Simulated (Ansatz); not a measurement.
**Hypothetical NiAs type KI: response to strain**

Take KI in the NiAs type structure (space group P6_3/mmc, No. 194; a hypothetical phase, not in the database extracts checked) as the base.

```xyz
4
Lattice="4.9703 0.0000 0.0000 -2.4852 4.3044 0.0000 0.0000 0.0000 8.6793" Properties=species:S:1:pos:R:3 pbc="T T T"
K      0.0000     0.0000     0.0000
K      0.0000     0.0000     4.3397
I      0.0000     2.8696     2.1698
I      2.4852     1.4348     6.5095
```

Cartesian axes are those of the cell as printed.

Strains are applied to the cell and any free atomic positions relax; under biaxial strain the out-of-plane vector relaxes too.

Calculations: plane-wave PAW DFT at the PBE level (Ansatz, an electronic-structure program, 420 eV), without spin-orbit coupling.

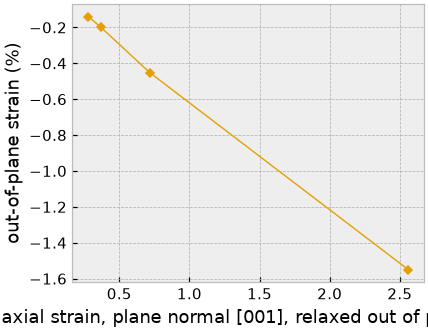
Figure: Out-of-plane strain against biaxial strain, plane normal [001], relaxed out of plane

### Question
From the plot, what is the out-of-plane strain for biaxial strain +0.37 %, plane normal [001], relaxed out of plane?

### Answer
About -0.2 %.

### Question
Is the trend monotonic over the range shown?

### Answer
Yes, it falls throughout, spanning -1.55 % to -0.14 %.

Whether these cells are dynamically stable was not tested.
